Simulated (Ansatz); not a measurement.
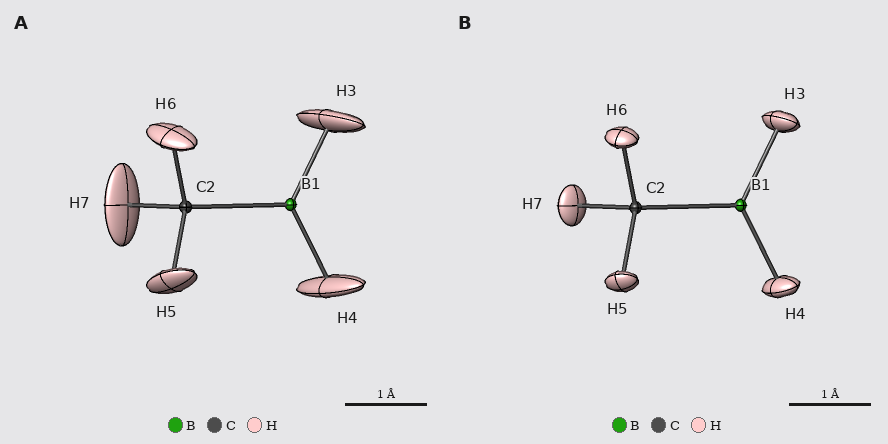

Displacement ellipsoids at the 50 % level, from the internal vibrations of the free molecule (harmonic, no overall translation or rotation; no half-axis is drawn under 0.075 Å). Vibrations computed with RKS PBE0-D4/def2-TZVP (Ansatz 0.2.0). One panel is for 0 K (zero-point motion alone), the other for 600 K.

### Which panel is for 600 K?

A.

### How much does the mean-square displacement of H4 grow, and why?

U_eq goes from 0.0189 to 0.0583 Å², a factor of 3.1. Modes below kT (417 cm⁻¹ at 600 K) grow about in proportion to T, and the lowest lies at 172 cm⁻¹; the mean-square amplitude of a mode is its zero-point value times coth(ħω/2kT), which comes close to 1 only above about 3kT.
